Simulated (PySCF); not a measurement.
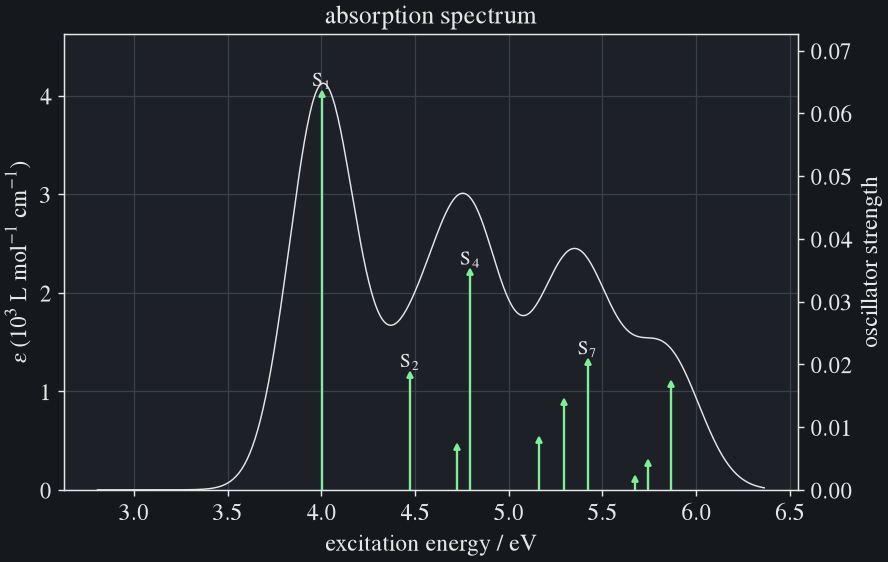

Computed absorption of C₃H₈S₂Si, SMILES CS/C=C\S[SiH3]. Vertical TDDFT excitations, LDA/def2-SVPD, PySCF 2.14.0, at a PBE0-D3(BJ)/def2-SVP geometry (no frequency check), gas phase. The lowest 10 singlet states are shown; each is broadened by a Gaussian of 1/e half-width 0.25 eV. Sticks give oscillator strengths (right axis).

> Which of the computed transitions is the brightest, and what character does the calculation give it?

S1 at 4.01 eV (309 nm), f = 0.063, mainly HOMO → LUMO (90 %).

> Does any vertical transition fall in the visible?

No singlet lies below 3.1 eV (beyond 400 nm), so at this level no vertical transition falls in the visible.

> List the transitions behind the spectrum.

```
state  E (eV)  λ (nm)      f          main character
   S1    4.01     309  0.063      HOMO → LUMO (90 %)
   S2    4.47     277  0.018    HOMO → LUMO+1 (94 %)
   S3    4.73     262  0.007    HOMO → LUMO+2 (56 %)
   S4    4.80     259  0.035    HOMO−1 → LUMO (48 %)
   S5    5.16     240  0.008    HOMO → LUMO+3 (90 %)
   S6    5.30     234  0.014    HOMO → LUMO+4 (92 %)
   S7    5.42     229  0.020  HOMO−1 → LUMO+1 (93 %)
   S8    5.67     219  0.002  HOMO−1 → LUMO+2 (82 %)
   S9    5.74     216  0.004    HOMO → LUMO+5 (75 %)
  S10    5.86     211  0.017    HOMO → LUMO+6 (90 %)
```

Known limits of this run: states above the negative HOMO energy depend on the basis; one conformer of a flexible molecule; core orbitals are frozen in the response.
